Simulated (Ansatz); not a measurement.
# CH3NSSi: geometry and vibrations

Aim: relax CH3NSSi from a cheap starting geometry, check the end point by its vibrations and derive ideal-gas thermochemistry, and look at its orbitals and charge.

The runs use Ansatz 0.2.0, Gaussian basis; RKS PBE0-D4/def2-TZVP.

The runs, in order: relaxation at PBE-D4/def2-SVP; relaxation at PBE0-D4/def2-TZVP; harmonic vibrations at the same level; a single point in def2-TZVPP for the fields.

**1. Starting geometry**

SMILES `SC1=N[SiH2]1`, 7 atoms, charge 0, spin multiplicity 1.

Atoms are counted from 1 here; the program's logs count them from 0.

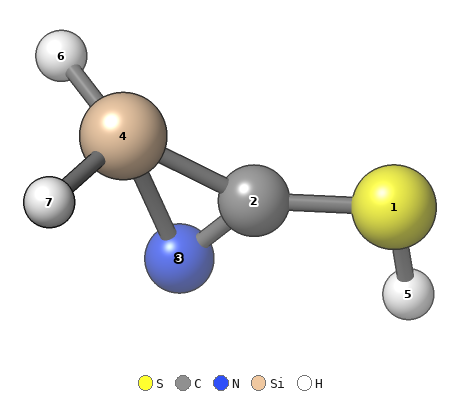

The starting geometry (sulfur yellow, carbon grey, nitrogen blue, silicon light orange, hydrogen white); atoms are numbered from 1 in the order of the file.

As a file:

```xyz
7
charge 0, multiplicity 1
S    -0.8313    1.0470   -1.6344
C    -0.2598    0.2283   -0.3751
N    -0.8135   -0.5389    0.4688
Si    1.1453   -0.2441    0.5953
H    -2.1454    0.6869   -1.4827
H     1.2719    0.3565    1.9440
H     1.6940   -1.6037    0.4383
```

The start is a force-field geometry with small random shifts, so a cheaper pass at PBE-D4/def2-SVP comes first.

**2. Optimising with PBE-D4/def2-SVP (cheap first pass)**

Input file in.yaml:

```yaml
crystal:
  periodic: [false, false, false]
  atoms:
    - {symbol: S, position_ang: [-0.831300, 1.047000, -1.634400]}
    - {symbol: C, position_ang: [-0.259800, 0.228300, -0.375100]}
    - {symbol: N, position_ang: [-0.813500, -0.538900, 0.468800]}
    - {symbol: Si, position_ang: [1.145300, -0.244100, 0.595300]}
    - {symbol: H, position_ang: [-2.145400, 0.686900, -1.482700]}
    - {symbol: H, position_ang: [1.271900, 0.356500, 1.944000]}
    - {symbol: H, position_ang: [1.694000, -1.603700, 0.438300]}
basis:
  gaussian: {orbitals: def2-SVP}
hamiltonian: {xc: pbe, dispersion: d4}
relax: {f_tol: 0.03, max_steps: 200}
```

The run is started by

```bash
$ ansatz run in.yaml --threads 2 --pin off --events-out ev --progress --plain --max-ram 4352MiB
```

Standard output, cut to the lines that bear on the results:

```text
Functional definition: PBE
  name "PBE"
  cite "Perdew, Burke & Ernzerhof, Phys. Rev. Lett. 77, 3865 (1996) doi:10.1103/PhysRevLett.77.3865"
  parent pbe
[...]
905 factors; their error is unknown
[...]
mean field -21267.02746567 eV, -781.5488440542 hartree, gradient 1.7e-5 eV, S^2 0.000000; 0 other end points of the search recorded, 0 dependent functions left out
[...]
reference -21267.02749474 eV, -781.5488451226 hartree; 23, 23 occupied and 56, 56 virtual orbitals, 905 factors
relax step   1: F+E_penalty+E_count = -21267.20028163 eV  Δ(F+E_penalty+E_count) = +0.000e0 eV  max|allowed force component| = 3.768e0 eV/Å  Δτ_max = 0.0000 Å  (29 SCF iters, accepted)
[...]
relax step   7: F+E_penalty+E_count = -21267.84623420 eV  Δ(F+E_penalty+E_count) = -4.908e-3 eV  max|allowed force component| = 4.505e-2 eV/Å  Δτ_max = 0.0324 Å  (31 SCF iters, accepted)
[...]
relax step   8: F+E_penalty+E_count = -21267.84660099 eV  Δ(F+E_penalty+E_count) = -3.668e-4 eV  max|allowed force component| = 2.083e-2 eV/Å  Δτ_max = 0.0157 Å  (31 SCF iters, accepted)
905 factors; their error is unknown
mean field -21267.67870628 eV, -781.5727767055 hartree, gradient 2.4e-5 eV, S^2 0.000000; 1 other end points of the search recorded, 0 dependent functions left out
[...]
reference -21267.67873585 eV, -781.5727777923 hartree; 23, 23 occupied and 56, 56 virtual orbitals, 905 factors
Total energy: -21267.84663056 eV, -781.5789478089 hartree
Atom 0 at    -0.878624     1.123387    -1.724788 Å, force     0.005396    -0.009222     0.020828 eV/Å
Atom 1 at    -0.280172     0.212197    -0.372143 Å, force     0.016507    -0.002797    -0.011787 eV/Å
Atom 2 at    -0.835950    -0.571945     0.497225 Å, force     0.002464     0.008381     0.000424 eV/Å
Atom 3 at     0.971537    -0.409381     0.774502 Å, force    -0.019358     0.002633    -0.005962 eV/Å
Atom 4 at    -2.185876     0.738236    -1.574168 Å, force    -0.011916     0.000784    -0.006703 eV/Å
Atom 5 at     1.430299     0.410473     1.935275 Å, force     0.004205    -0.003984     0.001438 eV/Å
Atom 6 at     1.839986    -1.570967     0.418298 Å, force     0.002702     0.004206     0.001763 eV/Å
Dipole moment:     0.161034     0.082539    -0.064174 e Å
```

It took 12 s on 2 threads of Arm Neoverse V1, shared host.

Relaxation path: (the energy doesn't fall at every step)

| step | energy from step 1 (eV) | largest force component (eV/Å) |
| --- | --- | --- |
| 1 | 0.0000 | 3.7680 |
| 2 | -0.4019 | 1.8439 |
| 3 | -0.5888 | 0.6112 |
| 4 | -0.6265 | 0.5278 |
| 5 | -0.5806 | 1.2773 |
| 6 | -0.6410 | 0.1334 |
| 7 | -0.6460 | 0.0451 |
| 8 | -0.6463 | 0.0208 |

Close pairs (by a distance rule), those that changed most:

| bond | before (Å) | after (Å) | change (Å) |
| --- | --- | --- | --- |
| N3–Si4 | 1.985 | 1.836 | -0.149 |
| S1–C2 | 1.607 | 1.737 | +0.130 |
| C2–Si4 | 1.772 | 1.808 | +0.036 |
| C2–N3 | 1.268 | 1.296 | +0.028 |
| Si4–H7 | 1.475 | 1.493 | +0.019 |
| Si4–H6 | 1.482 | 1.493 | +0.012 |
| S1–H5 | 1.371 | 1.371 | +0.000 |

**3. Relaxation at PBE0-D4/def2-TZVP**

Input file in.yaml:

```yaml
crystal:
  periodic: [false, false, false]
  atoms:
    - {symbol: S, position_ang: [-0.878624, 1.123387, -1.724788]}
    - {symbol: C, position_ang: [-0.280172, 0.212197, -0.372143]}
    - {symbol: N, position_ang: [-0.835950, -0.571945, 0.497225]}
    - {symbol: Si, position_ang: [0.971537, -0.409381, 0.774502]}
    - {symbol: H, position_ang: [-2.185876, 0.738236, -1.574168]}
    - {symbol: H, position_ang: [1.430299, 0.410473, 1.935275]}
    - {symbol: H, position_ang: [1.839986, -1.570967, 0.418298]}
basis:
  gaussian: {orbitals: def2-TZVP}
hamiltonian: {xc: pbe0, dispersion: d4}
relax: {f_tol: 0.005, max_steps: 150}
```

Same command.

Standard output, cut to the lines that bear on the results:

```text
Functional definition: PBE0
  name "PBE0"
  cite "Adamo & Barone, J. Chem. Phys. 110, 6158 (1999) doi:10.1063/1.478522"
  cite "Perdew, Burke & Ernzerhof, Phys. Rev. Lett. 77, 3865 (1996) doi:10.1103/PhysRevLett.77.3865"
  parent pbe
[...]
1006 factors; their error is unknown
[...]
mean field -21278.72836383 eV, -781.9788441307 hartree, gradient 9.1e-6 eV, S^2 0.000000; 0 other end points of the search recorded, 0 dependent functions left out
[...]
reference -21278.72839363 eV, -781.9788452259 hartree; 23, 23 occupied and 131, 131 virtual orbitals, 1006 factors
relax step   1: F+E_penalty+E_count = -21278.86973443 eV  Δ(F+E_penalty+E_count) = +0.000e0 eV  max|allowed force component| = 1.189e0 eV/Å  Δτ_max = 0.0000 Å  (30 SCF iters, accepted)
[...]
reference -21278.78280598 eV, -781.9808448429 hartree; 23, 23 occupied and 131, 131 virtual orbitals, 1006 factors
Total energy: -21278.92517364 eV, -781.9860767578 hartree
Atom 0 at    -0.877611     1.109712    -1.706179 Å, force     0.000184     0.000299    -0.000557 eV/Å
Atom 1 at    -0.265174     0.215623    -0.374351 Å, force    -0.001009     0.000268    -0.000724 eV/Å
Atom 2 at    -0.810526    -0.559311     0.489540 Å, force     0.000699    -0.000065     0.000280 eV/Å
Atom 3 at     0.942681    -0.412544     0.771104 Å, force     0.000330    -0.000398     0.000623 eV/Å
Atom 4 at    -2.163940     0.728052    -1.555777 Å, force     0.000113    -0.000128     0.000412 eV/Å
Atom 5 at     1.416776     0.397885     1.910364 Å, force    -0.000149    -0.000196    -0.000100 eV/Å
Atom 6 at     1.818994    -1.547417     0.419501 Å, force    -0.000168     0.000219     0.000068 eV/Å
Dipole moment:     0.219602     0.074392    -0.037869 e Å
```

Run time: 25 s. Hardware: 2 threads of Arm Neoverse V1, shared host.

The steps of the relaxation:

| step | energy from step 1 (eV) | largest force component (eV/Å) |
| --- | --- | --- |
| 1 | 0.0000 | 1.1891 |
| 2 | -0.0409 | 0.6617 |
| 3 | -0.0547 | 0.1674 |
| 4 | -0.0552 | 0.0741 |
| 5 | -0.0554 | 0.0124 |
| 6 | -0.0554 | 0.0087 |
| 7 | -0.0554 | 0.0010 |

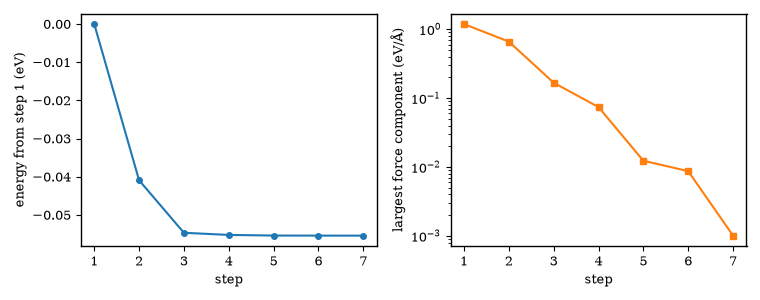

Energy and largest force along the relaxation.

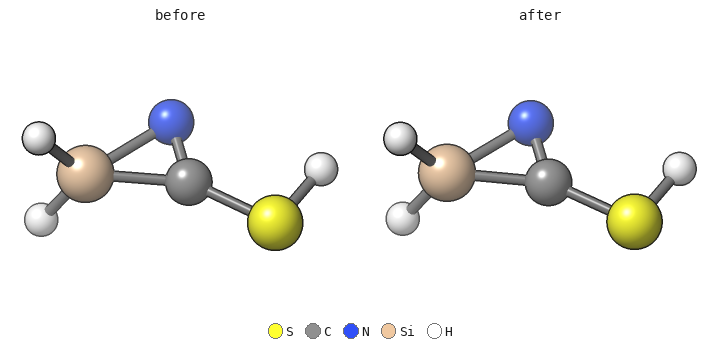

Before and after, at one scale.

Distances of close pairs at the start and the end, largest changes first:

| bond | before (Å) | after (Å) | change (Å) |
| --- | --- | --- | --- |
| N3–Si4 | 1.836 | 1.782 | -0.054 |
| C2–Si4 | 1.808 | 1.779 | -0.029 |
| S1–H5 | 1.371 | 1.350 | -0.021 |
| S1–C2 | 1.737 | 1.717 | -0.020 |
| Si4–H7 | 1.493 | 1.476 | -0.017 |
| Si4–H6 | 1.493 | 1.476 | -0.017 |
| C2–N3 | 1.296 | 1.282 | -0.014 |

Mulliken charges at the end point, from the run's report:

| atom | value (e) |
| --- | --- |
| S1 | -0.12 |
| C2 | 0.01 |
| N3 | -0.29 |
| Si4 | 0.24 |
| H5 | 0.16 |
| H6 | 0.00 |
| H7 | 0.00 |

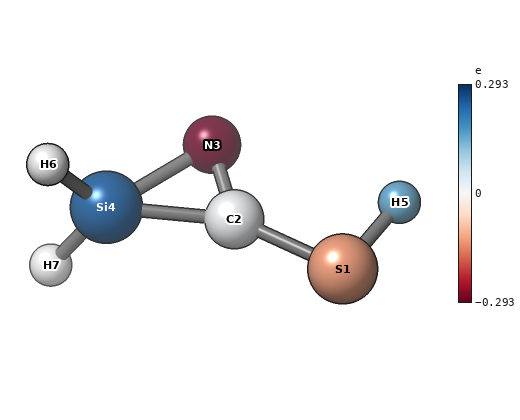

Mulliken charges at the end point, from the run's report, as colours on the atoms.

**4. Harmonic vibrations**

Input file in.yaml:

```yaml
crystal:
  periodic: [false, false, false]
  atoms:
    - {symbol: S, position_ang: [-0.877611, 1.109712, -1.706179]}
    - {symbol: C, position_ang: [-0.265174, 0.215623, -0.374351]}
    - {symbol: N, position_ang: [-0.810526, -0.559311, 0.489540]}
    - {symbol: Si, position_ang: [0.942681, -0.412544, 0.771104]}
    - {symbol: H, position_ang: [-2.163940, 0.728052, -1.555777]}
    - {symbol: H, position_ang: [1.416776, 0.397885, 1.910364]}
    - {symbol: H, position_ang: [1.818994, -1.547417, 0.419501]}
basis:
  gaussian: {orbitals: def2-TZVP}
hamiltonian: {xc: pbe0, dispersion: d4}
phonons: {temperatures: {t_min: 298.15, t_max: 900, t_step: 200}}
```

The command is unchanged.

Standard output, cut to the lines that bear on the results:

```text
Functional definition: PBE0
  name "PBE0"
  cite "Adamo & Barone, J. Chem. Phys. 110, 6158 (1999) doi:10.1063/1.478522"
  cite "Perdew, Burke & Ernzerhof, Phys. Rev. Lett. 77, 3865 (1996) doi:10.1103/PhysRevLett.77.3865"
  parent pbe
[...]
1006 factors; their error is unknown
[...]
mean field -21278.78277649 eV, -781.9808437591 hartree, gradient 1.9e-5 eV, S^2 0.000000; 0 other end points of the search recorded, 0 dependent functions left out
[...]
reference -21278.78280606 eV, -781.9808448457 hartree; 23, 23 occupied and 131, 131 virtual orbitals, 1006 factors
[...]
1006 factors; their error is unknown
mean field -21278.78267344 eV, -781.9808399719 hartree, gradient 1.2e-6 eV, S^2 0.000000; 0 other end points of the search recorded, 0 dependent functions left out
[...]
reference -21278.78270301 eV, -781.9808410588 hartree; 23, 23 occupied and 131, 131 virtual orbitals, 1006 factors
[...]
Total energy: -21278.92517371 eV, -781.9860767603 hartree
Atom 0 at    -0.877611     1.109712    -1.706179 Å, force     0.000186     0.000301    -0.000561 eV/Å
Atom 1 at    -0.265174     0.215623    -0.374351 Å, force    -0.001006     0.000254    -0.000697 eV/Å
Atom 2 at    -0.810526    -0.559311     0.489540 Å, force     0.000704    -0.000056     0.000265 eV/Å
Atom 3 at     0.942681    -0.412544     0.771104 Å, force     0.000321    -0.000399     0.000605 eV/Å
Atom 4 at    -2.163940     0.728052    -1.555777 Å, force     0.000109    -0.000129     0.000413 eV/Å
Atom 5 at     1.416776     0.397885     1.910364 Å, force    -0.000146    -0.000189    -0.000093 eV/Å
Atom 6 at     1.818994    -1.547417     0.419501 Å, force    -0.000169     0.000218     0.000068 eV/Å
Dipole moment:     0.219602     0.074393    -0.037869 e Å
Vibrations: 253.11 289.55 409.57 493.67 572.45 614.70 661.54 737.92 872.76 964.07 1112.03 1573.43 2265.75 2283.79 2649.48 cm⁻¹, zero-point energy 0.976613 eV
```

Run time: 94 s. Hardware: 2 threads of Arm Neoverse V1, shared host.

Motions are named by where the mode's potential energy lies. The modes, unscaled (a negative number is an imaginary wavenumber):

| mode | cm⁻¹ | motion |
| --- | --- | --- |
| 1 | 253 | bend |
| 2 | 290 | torsion |
| 3 | 410 | torsion |
| 4 | 494 | C–S stretch with bend |
| 5 | 572 | bend |
| 6 | 615 | bend |
| 7 | 662 | bend |
| 8 | 738 | Si–N stretch with bend |
| 9 | 873 | bend |
| 10 | 964 | bend |
| 11 | 1112 | bend |
| 12 | 1573 | C–N stretch with bend |
| 13 | 2266 | Si–H stretch |
| 14 | 2284 | Si–H stretch |
| 15 | 2649 | S–H stretch |

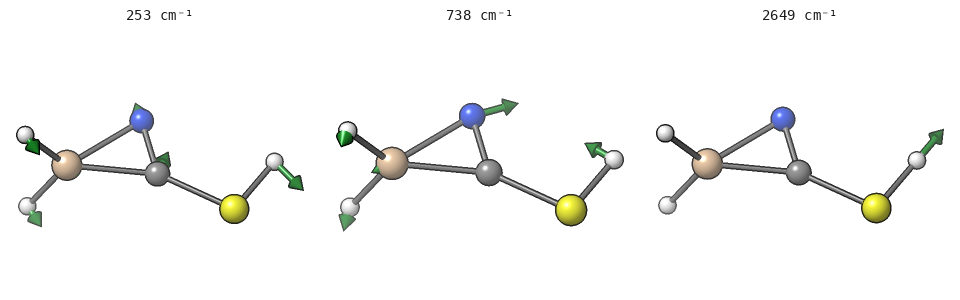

How the atoms move in 3 of the modes.

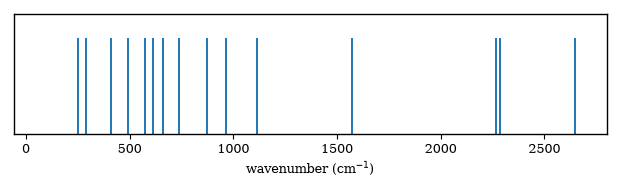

The harmonic wavenumbers as sticks (no intensities were computed).

Ideal gas, rigid rotor and harmonic oscillator at 298.15 K and 1 bar, with symmetry number 1:

| term | value |
| --- | --- |
| zero-point energy | 22.5 kcal/mol |
| H(298) − E | 26.2 kcal/mol |
| entropy, translation | 164.9 J/(mol K) |
| entropy, rotation | 106.9 J/(mol K) |
| entropy, vibration | 27.9 J/(mol K) |
| entropy, total | 299.7 J/(mol K) |

**5. Orbitals, density and potential**

Edit in.yaml of step 4 so:

```diff
@@ -11,4 +11,4 @@
 basis:
-  gaussian: {orbitals: def2-TZVP}
+  gaussian: {orbitals: def2-TZVPP}
 hamiltonian: {xc: pbe0, dispersion: d4}
-phonons: {temperatures: {t_min: 298.15, t_max: 900, t_step: 200}}
+output: {orbitals: {seedname: orbitals}}
```

The command is unchanged.

Standard output:

```text
Functional definition: PBE0
  name "PBE0"
  cite "Adamo & Barone, J. Chem. Phys. 110, 6158 (1999) doi:10.1063/1.478522"
  cite "Perdew, Burke & Ernzerhof, Phys. Rev. Lett. 77, 3865 (1996) doi:10.1103/PhysRevLett.77.3865"
  parent pbe
  parameter a = 0.25
  parameter kappa = 0.804
  parameter beta = 0.06672455060314922
  exchange = (1 - a)*pbe_x(kappa = kappa, mu = beta*pi^2/3) + a*exact_x
  correlation = pbe_c(beta = beta)
1118 factors; their error is unknown
mean field evaluation 1: about -21269.7579 eV, gradient 6.3e1 eV
mean field evaluation 2: about -21222.4236 eV, gradient 1.4e2 eV
mean field evaluation 4: about -21278.0264 eV, gradient 1.9e1 eV
mean field evaluation 8: about -21278.7767 eV, gradient 1.9e-1 eV
mean field evaluation 16: about -21278.8087 eV, gradient 1.2e-4 eV
mean field -21278.80867274 eV, -781.9817954288 hartree, gradient 3.2e-5 eV, S^2 0.000000; 0 other end points of the search recorded, 0 dependent functions left out
reference -21278.80870216 eV, -781.9817965097 hartree; 23, 23 occupied and 165, 165 virtual orbitals, 1118 factors
Total energy: -21278.95106981 eV, -781.9870284243 hartree
```

Run time: 2.9 s. Hardware: 2 threads of Arm Neoverse V1, shared host.

The fields below are evaluated on a grid from the run's orbitals.

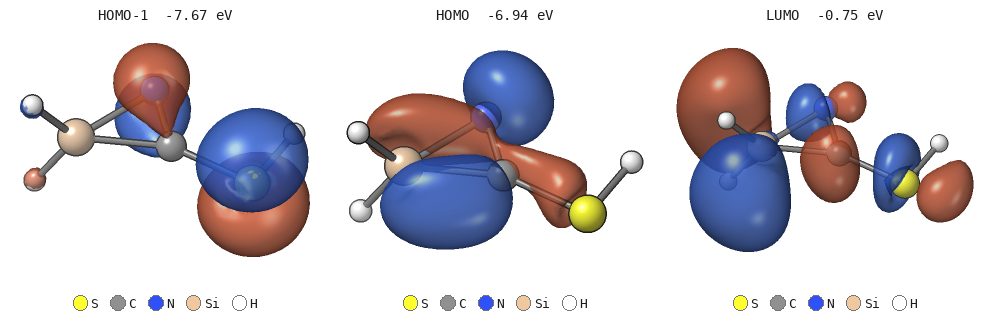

PBE0-D4/def2-TZVPP orbitals near the gap, drawn at the value that encloses 70 % of each; the two colours are the two signs.

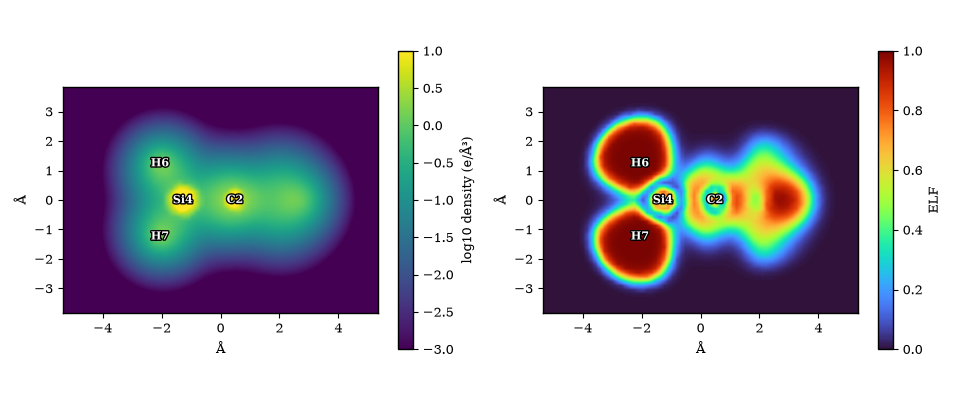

Density (left) and ELF (right) in a plane through or near 4 of the atoms.

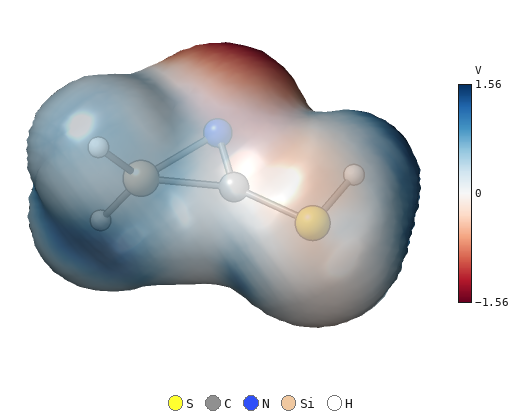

The potential that a unit positive charge feels on the 0.002 e/bohr³ surface, from the 1st to the 99th percentile, from -1.56 V near N3 to 1.42 V near Si4.

**6. Outcome**

| quantity | value |
| --- | --- |
| point group | Cs |
| steps | 8 + 7 |
| shift from the start (rms) | 0.153 Å |
| total energy | -21278.9252 eV |
| dispersion term | -142 meV |
| dipole moment | 1.13 D |
| lowest, highest wavenumber | 253, 2649 cm⁻¹ |
| zero-point energy | 22.5 kcal/mol |
| entropy at 298.15 K | 299.7 J/(mol K) |
| HOMO, LUMO | -6.94, -0.75 eV |

The relaxed geometry lies 0.15 Å (rms) from the start; the bond that changed most is N3–Si4, from 1.985 to 1.782 Å. All wavenumbers are real, so the end point is a minimum. The stiffest mode, 2649 cm⁻¹, is an S–H stretch. Harmonic hybrid wavenumbers usually lie a few per cent above measured fundamentals. The largest Mulliken charge, -0.29 e, sits on N3. The HOMO lies mostly on N3 44 %; C2 21 % and the LUMO on Si4 29 %; H6, H7 about 19 % each.
